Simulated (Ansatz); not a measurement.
```cif
data_structure
_symmetry_space_group_name_H-M 'P 1'
_symmetry_Int_Tables_number 1
_cell_length_a 4.7520
_cell_length_b 4.7520
_cell_length_c 6.4804
_cell_angle_alpha 90.000
_cell_angle_beta 90.000
_cell_angle_gamma 90.000
_cell_volume 146.33
loop_
_atom_site_label
_atom_site_type_symbol
_atom_site_fract_x
_atom_site_fract_y
_atom_site_fract_z
_atom_site_occupancy
C1 C 0.50000 0.50000 0.50000 1
C2 C 0.00000 0.00000 0.00000 1
Sr1 Sr 0.50000 0.00000 0.25000 1
Sr2 Sr 0.00000 0.50000 0.75000 1
Sr3 Sr 0.50000 0.00000 0.75000 1
Sr4 Sr 0.00000 0.50000 0.25000 1
```

Space group I4/mmm; started from the antifluorite prototype, which need not be the ambient phase; changed on purpose from its base cell (uniaxial x strain -3.6%).

All numbers below come from DFT, PBE, plane waves, PAW in Ansatz.

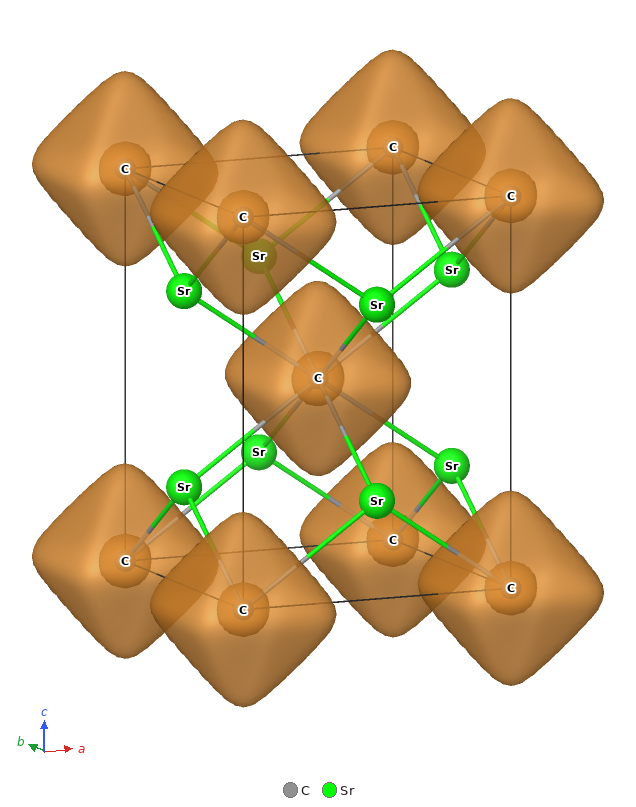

Sr2C. Isosurface of the electron localisation function at 0.6 (orange), seen slightly off an axis. Only the valence region is drawn (cores and ρ < 0.01 e/Å³ removed). Sticks mark near contacts.

### Identify the bonds, lone pairs and shells in this picture.

The ELF exceeds this value in two regions wrapped around C (the valence shell of each), counted in one cell of 6 atoms. Any copies at cell faces, edges or corners count once. Along the contacts the grid gives the following. Sr–C (2.88 Å): the ELF peaks at about 0.80 in the valence shell of C, 0.8 Å from its nucleus, and drops to about 0.10 between the two atoms: no localised pair shows between them.
